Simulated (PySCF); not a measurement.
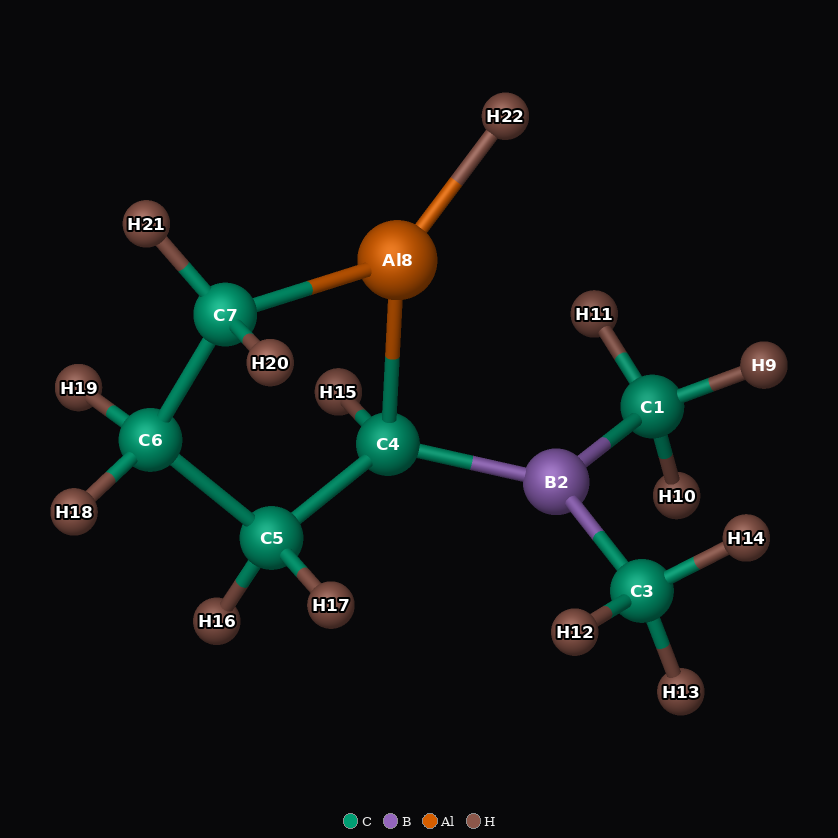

Computed geometry: PBE0-D3(BJ)/def2-SVP optimisation. No frequency run is at hand to confirm it as a minimum. Electric field gradients from the ground-state density, PBE0/pcSseg-1 in acetonitrile (IEF-PCM) (PySCF 2.14.0), non-relativistic apart from any core potentials.

Give the largest field-gradient component, the quadrupole coupling constant and the asymmetry for 11B at B2 (Q = 40.59 mb), 27Al at Al8 (Q = 146.6 mb), 2H at H9 (Q = 2.86 mb), 2H at H10 (Q = 2.86 mb).

| atom | V_zz (a.u.) | e²qQ/h (MHz) | η |
| --- | --- | --- | --- |
| B2 | 0.498 | 4.75 | 0.05 |
| Al8 | 1.400 | 48.2 | 0.33 |
| H9 | 0.297 | 0.199 | 0.02 |
| H10 | 0.293 | 0.197 | 0.02 |
